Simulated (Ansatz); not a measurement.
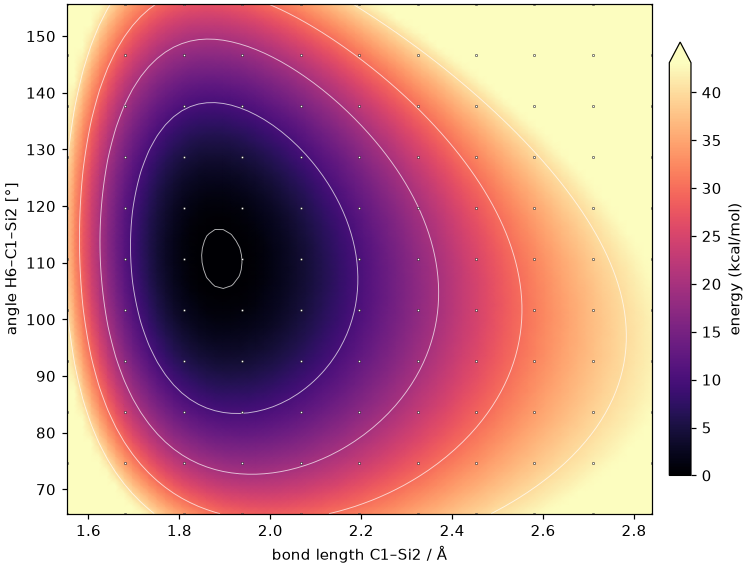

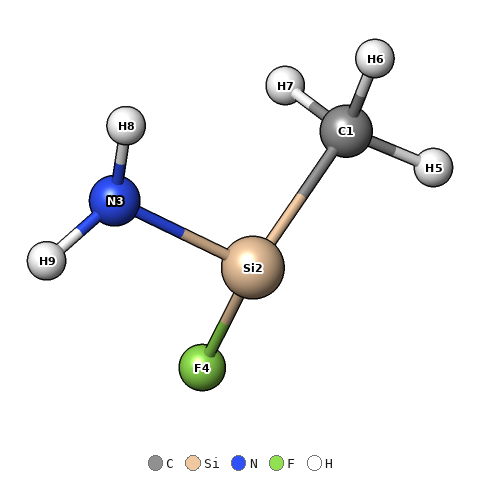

Energy landscape of CH₅FNSi, SMILES C[Si](N)F, spin multiplicity 2. First axis: bond length C1–Si2. Second axis: angle H6–C1–Si2. Nothing is relaxed (all other coordinates rigid). The grid has 11 × 11 points. All energies are given in kcal/mol relative to the lowest grid point. These are results of Ansatz, UKS PBE-D4/def2-SVP, not measurements.

The picture shows a smooth colour map with a few white contour lines, dots at the grid points, one colour for all values above the top of the scale. Between grid points the surface is interpolated. The second picture is the structure at the lowest point.

Question: Summarise what can be read from the map.

Answer: The lowest grid point is at bond length C1–Si2 = 1.938 Å, angle H6–C1–Si2 = 110.7°. It is the only kind of minimum in the scanned range. The highest grid point, bond length C1–Si2 = 1.552 Å, angle H6–C1–Si2 = 65.7°, lies 81.0 kcal/mol above the lowest. Round the minimum the two coordinates are weakly coupled (coupling 0.10 in units of the two stiffnesses).

The values on the grid:

```tsv
angle H6–C1–Si2 ↓, bond length C1–Si2 →	1.552	1.681	1.809	1.938	2.067	2.195	2.324	2.453	2.581	2.710	2.839
155.7	60.3	35.8	27.5	28.1	33.4	40.9	49.1	57.2	64.4	70.6	75.5
146.7	51.8	26.8	18.0	18.2	23.3	30.6	38.7	46.8	54.2	60.6	65.8
137.7	45.3	19.7	10.5	10.4	15.2	22.3	30.4	38.4	45.8	52.4	57.7
128.7	40.8	14.8	5.2	4.7	9.3	16.2	24.1	32.1	39.5	46.0	51.4
119.7	38.4	12.0	2.0	1.2	5.5	12.2	19.9	27.7	35.0	41.4	46.8
110.7	38.3	11.4	1.1	0.0	3.9	10.3	17.7	25.3	32.3	38.5	43.7
101.7	40.4	13.2	2.5	1.0	4.5	10.5	17.5	24.7	31.4	37.3	42.2
92.7	45.1	17.4	6.2	4.2	7.3	12.7	19.2	25.9	32.1	37.5	42.0
83.7	52.5	24.2	12.4	9.8	12.2	17.0	22.8	28.8	34.3	39.1	42.9
74.7	63.8	34.2	21.4	17.8	19.3	23.2	28.2	33.2	37.8	41.8	44.8
65.7	81.0	48.9	34.0	28.8	28.9	31.6	35.2	39.1	42.5	45.4	47.5
```

The input of one point:

```yaml
crystal:
  periodic: [false, false, false]
  atoms:
    - { symbol: C, position_ang: [-0.516365, 1.057445, -0.664213] }
    - { symbol: Si, position_ang: [0.82865, -0.29425, -0.31824] }
    - { symbol: "N", position_ang: [0.397958, -1.075162, 1.190204] }
    - { symbol: F, position_ang: [0.70878, -1.479311, -1.465798] }
    - { symbol: H, position_ang: [-0.328149, 1.567653, -1.629207] }
    - { symbol: H, position_ang: [-0.514482, 1.826168, 0.135475] }
    - { symbol: H, position_ang: [-1.518306, 0.579925, -0.699061] }
    - { symbol: H, position_ang: [0.271871, -0.471241, 2.009328] }
    - { symbol: H, position_ang: [0.916274, -1.915882, 1.465114] }
magnetization:
  spin_polarized: true
  initial_magnetization: 1
basis:
  gaussian: { orbitals: def2-SVP }
hamiltonian:
  xc: pbe
  dispersion: d4
output:
  forces: true
```

The whole map (121 points run) took 14 min on 1 thread of Arm Neoverse V1 (shared host).
